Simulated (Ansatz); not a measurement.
In doubt: masses and optical values from hybrid runs of this build are listed as unsure (in some of the runs), which bears on the screening that GW takes from such a start.

Two G0W0 runs on KMgF3 (Pm-3m).

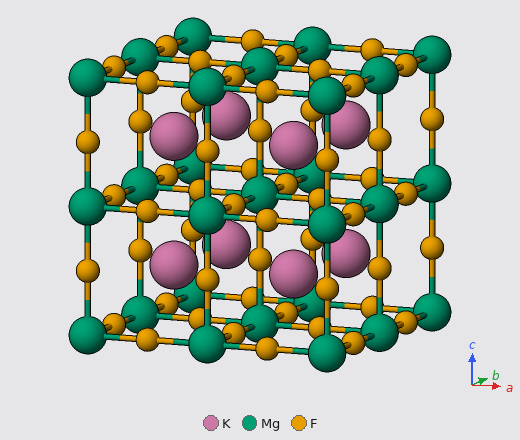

The structure (potassium pink, magnesium teal, fluorine orange). 2×2×2 cells are drawn. Some periodic images of atoms are drawn too.

```xyz
5
Lattice="3.9859 0.0000 0.0000 0.0000 3.9859 0.0000 0.0000 0.0000 3.9859" Properties=species:S:1:pos:R:3 pbc="T T T"
K     1.9929    1.9929    1.9929
Mg    0.0000    0.0000    0.0000
F     1.9929    0.0000    0.0000
F     0.0000    1.9929    0.0000
F     0.0000    0.0000    1.9929
```

The cell and positions come from the Crystallography Open Database and are kept as given unless a step says otherwise. PAW set soft_2, made with PBE.

The first (Ansatz 0.2.0; start HSE06, 4×4×4 mesh, 406 empty bands, screening to 200 eV; 1 × NVIDIA H100 80GB HBM3 (shared by 3 runs) with 3 threads of AMD EPYC 7R13 (Zen 3), shared host) gave, on its mesh: starting gap 9.58 eV, G0W0 gap 12.31 eV, RPA ε∞ (mean) 1.83, 32 s.

The second gave: starting gap 7.33 eV, G0W0 gap 11.30 eV, RPA ε∞ (mean) 2.01, 14 s.

Q: What was changed in the input? Choose among start, files, mesh, bands and cutoff, frequency model or another key.

Changed: start from HSE06 to PBE and frequency model from contour deformation to plasmon pole. A jump of this size in the start, with ε∞ moving the other way, marks another functional. Other changes could give like numbers; this is the one that was made.

Limits: not at the basis limit; coarse k mesh.

[Paths, hosts, dates, memory and timing lines, banners, echoed tables and standing remarks are left out of the program output.]

[Logs are printed without paths, hosts, clocks, repeated set-up lines and the standing remarks that a program may print on its own settings, such as how far it seeks lower states.]

[Runs of the session that timed out or met a known fault of the program may be left out.]

[Cells called generated may have been cut or substituted from an entry of the Crystallography Open Database or the Materials Project.]

[Hosts, paths, dates, database ids (printed as entryN), source tags and the programs' standing remarks are cut or masked in the printed files.]
